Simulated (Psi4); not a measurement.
**InNH4 (SMILES [NH2][InH2]) at MP2/def2-SVP (core potential)**

What is the vertical singlet–triplet gap of InNH4 at MP2/def2-SVP (core potential)? The job is set up through an ASE script.

Program for the calculation: Psi4 1.11.

## 1. The molecule

InNH4: 6 atoms, total charge 0, spin state singlet. As SMILES, `[NH2][InH2]`. Geometry: relaxed at PBE0-D4/def2-TZVP. This is one conformer, not always the lowest.

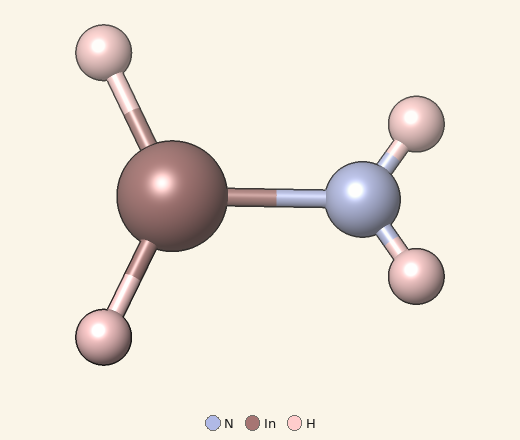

Viewed from a chosen angle; nitrogen light blue, indium brown, hydrogen pink.

## 2. The energy at MP2/def2-SVP (core potential)

File run.py:

```python
import numpy as np
from ase.calculators.psi4 import Psi4
from ase import Atoms

a = Atoms(['N', 'In', 'H', 'H', 'H', 'H'], positions=[
    [-0.092200, -1.060500, 0.036600],
    [0.095300, 0.935900, -0.048300],
    [-0.598000, -1.552900, 0.753400],
    [0.311900, -1.697300, -0.629300],
    [1.012500, 1.520500, -1.370700],
    [-0.687400, 1.790300, 1.212100],
])
calc = Psi4(atoms=a, method='mp2', basis='def2-SVP', memory='1600MB', num_threads=1, charge=0, multiplicity=1, label='h4inn', reference='rhf')
calc.psi4.set_options({'puream': True, 'e_convergence': 1e-09, 'd_convergence': 1e-08, 'scf_type': 'pk', 'num_frozen_docc': 5, 'mp2_type': 'conv'})
a.calc = calc

print(f'energy: {a.get_potential_energy():.6f} eV')
```

On the command line:

```sh
python run.py
```

h4inn.dat:

```text
[...]
    !!!  WARNING: ECP capability is in beta. Please check occupations closely.  !!!
[...]
  Running in c1 symmetry.
[...]
  Nuclear repulsion =   70.741603805927312
[...]
  Multiplicity = 1
[...]
  Nalpha       = 16
  Nbeta        = 16
[...]
    Number of basis functions: 60
[...]
   @RHF iter   1:  -245.79017471111646   -1.47409e+00   8.44168e-03 DIIS/ADIIS
[...]
   @RHF iter  11:  -245.91295112188706   -1.42109e-12   2.15386e-09 DIIS
[...]
    Orbital Energies [Eh]
    ---------------------
    Doubly Occupied:
       1A    -15.514005     2A     -5.374929     3A     -3.635956
       4A     -3.627850     5A     -3.627775     6A     -1.085690
       7A     -1.022778     8A     -1.018348     9A     -1.016368
      10A     -1.014616    11A     -0.995188    12A     -0.616201
      13A     -0.570697    14A     -0.444374    15A     -0.408711
      16A     -0.370819
[...]
  @RHF Final Energy:  -245.91295112188706
   => Energetics <=
    Nuclear Repulsion Energy =             70.7416038059273120
    One-Electron Energy =                -552.6204988915887952
    Two-Electron Energy =                 235.9659439637744356
    Total Energy =                       -245.9129511218870618
[...]
 Multipole Moments:
 ------------------------------------------------------------------------------------
     Multipole            Electronic (a.u.)      Nuclear  (a.u.)        Total (a.u.)
 ------------------------------------------------------------------------------------
 L = 1.  Multiply by 2.5417464519 to convert [e a0] to [Debye]
 Dipole X            :          1.7685366           -1.7757233           -0.0071867
 Dipole Y            :         18.8579711          -18.9634003           -0.1054293
 Dipole Z            :         -0.8027717            0.8094175            0.0066458
 Magnitude           :                                                    0.1058827
[...]
	SCS-MP2 Total Energy (a.u.)        :  -246.18727741209554
	SOS-MP2 Total Energy (a.u.)        :  -246.16632884493404
	SCSN-MP2 Total Energy (a.u.)       :  -246.02355955649963
[...]
	SOS-PI-MP2 Total Energy (a.u.)     :  -246.20855846544188
[...]
	MP2 Total Energy (a.u.)            :  -246.18694492591064
[...]
```

The script printed:

```text
energy: -6699.087993 eV
```

It took 5.7 s on 1 thread of Intel Xeon Platinum 8259CL at 2.50GHz (Skylake/Cascade Lake), shared host; peak memory 0.25 GiB.

## 3. The triplet at the same level

File run.py:

```python
import numpy as np
from ase.calculators.psi4 import Psi4
from ase import Atoms

a = Atoms(['N', 'In', 'H', 'H', 'H', 'H'], positions=[
    [-0.092200, -1.060500, 0.036600],
    [0.095300, 0.935900, -0.048300],
    [-0.598000, -1.552900, 0.753400],
    [0.311900, -1.697300, -0.629300],
    [1.012500, 1.520500, -1.370700],
    [-0.687400, 1.790300, 1.212100],
])
calc = Psi4(atoms=a, method='mp2', basis='def2-SVP', memory='1600MB', num_threads=1, charge=0, multiplicity=3, label='calc', reference='uhf')
calc.psi4.set_options({'puream': True, 'e_convergence': 1e-09, 'd_convergence': 1e-08, 'scf_type': 'pk', 'num_frozen_docc': 5, 'mp2_type': 'conv', 'maxiter': 100})
a.calc = calc

print(f'energy: {a.get_potential_energy():.6f} eV')
```

On the command line:

```sh
python run.py
```

calc.dat:

```text
[...]
    !!!  WARNING: ECP capability is in beta. Please check occupations closely.  !!!
[...]
  Running in c1 symmetry.
[...]
  Nuclear repulsion =   70.741603805927312
[...]
  Multiplicity = 3
[...]
  Nalpha       = 17
  Nbeta        = 15
[...]
    Number of basis functions: 60
[...]
   @UHF iter   1:  -245.55052692200181   -1.23445e+00   8.85573e-03 DIIS/ADIIS
[...]
   @UHF iter  27:  -245.69912424206035    1.49441e-10   9.18724e-09 DIIS
[...]
   @S^2 Observed:                2.080387695E+00
[...]
    Orbital Energies [Eh]
    ---------------------
    Alpha Occupied:
       1A    -15.496880     2A     -5.396615     3A     -3.660257
       4A     -3.648928     5A     -3.647921     6A     -1.085451
       7A     -1.052065     8A     -1.049772     9A     -1.038288
      10A     -1.029401    11A     -1.003601    12A     -0.657655
      13A     -0.611837    14A     -0.562311    15A     -0.473179
      16A     -0.385499    17A     -0.167298
    Alpha Virtual:
      18A      0.066852    19A      0.107557    20A      0.142354
      21A      0.229363    22A      0.269919    23A      0.281746
      24A      0.284913    25A      0.302644    26A      0.401502
[...]
  @UHF Final Energy:  -245.69912424206035
   => Energetics <=
    Nuclear Repulsion Energy =             70.7416038059273120
    One-Electron Energy =                -551.9645339665637493
    Two-Electron Energy =                 235.5238059185761017
    Total Energy =                       -245.6991242420603498
  UHF NO Occupations:
  HONO-2 :   15  A 1.9616533
  HONO-1 :   16  A 1.0000000
[...]
 Multipole Moments:
 ------------------------------------------------------------------------------------
     Multipole            Electronic (a.u.)      Nuclear  (a.u.)        Total (a.u.)
 ------------------------------------------------------------------------------------
 L = 1.  Multiply by 2.5417464519 to convert [e a0] to [Debye]
 Dipole X            :          1.7989202           -1.7757233            0.0231969
 Dipole Y            :         19.4072759          -18.9634003            0.4438756
 Dipole Z            :         -0.8341134            0.8094175           -0.0246959
 Magnitude           :                                                    0.4451668
[...]
	SCS-MP2 Total Energy (a.u.)        :  -245.96203255294853
	SOS-MP2 Total Energy (a.u.)        :  -245.96022961216229
	SCSN-MP2 Total Energy (a.u.)       :  -245.81469271973017
[...]
	SOS-PI-MP2 Total Energy (a.u.)     :  -245.98031464063166
[...]
	MP2 Total Energy (a.u.)            :  -245.96563843452111
[...]
```

On the terminal:

```text
energy: -6693.065936 eV
```

It took 6 s on 1 thread of Intel Xeon Platinum 8259CL at 2.50GHz (Skylake/Cascade Lake), shared host; peak memory 0.25 GiB.

## 4. Outcome

At MP2/def2-SVP (core potential), 5 core orbitals frozen:

| quantity | value |
| --- | --- |
| singlet: total energy | -246.18694 Eh |
| singlet: HOMO energy (Hartree–Fock orbitals) | -10.09 eV |
| singlet: LUMO energy (Hartree–Fock orbitals) | 1.51 eV |
| singlet: HOMO–LUMO gap (Hartree–Fock orbitals) | 11.60 eV |
| singlet: correlation energy (5 core orbitals frozen) | -274.0 mEh |
| triplet: total energy | -245.96564 Eh |
| triplet: HOMO energy (Hartree–Fock orbitals) (highest over α and β) | -4.55 eV |
| triplet: LUMO energy (Hartree–Fock orbitals) (lowest over α and β) | -3.41 eV |
| triplet: correlation energy (5 core orbitals frozen) | -266.5 mEh |
| triplet: ⟨S²⟩ of the reference determinant | 2.080 |
| vertical energy of the triplet above the singlet | 6.022 eV |

At this shape the triplet lies 6.02 eV (581 kJ/mol) above the singlet.
